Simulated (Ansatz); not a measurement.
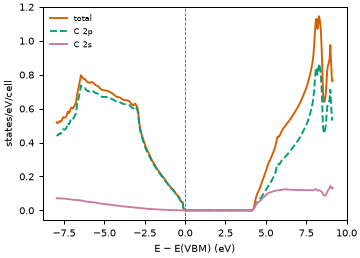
Figure: Total and projected density of states of C (diamond, space group No. 227), plane-wave PAW LDA (Ansatz code)

**Question.** Which orbitals carry the states next to the gap?

**Answer.** Top 1 eV of the valence band: C 2p 98 %. Bottom 1 eV of the conduction band: C 2p 51 %, C 2s 40 %, outside the projected shells 9 %. Projections are on Löwdin-orthogonalised atomic valence shells; empty p or d shells of many metals are not among them.

**Question.** Where is the tallest occupied peak in this window, and what makes it?

**Answer.** Near -6.4 eV, about 0.80 states/eV per cell; the largest projected share is C 2p.

Space group Fd-3m (diamond). Symmetry was held in the LDA relaxation.

Potentials: the later of the program's two PAW sets.
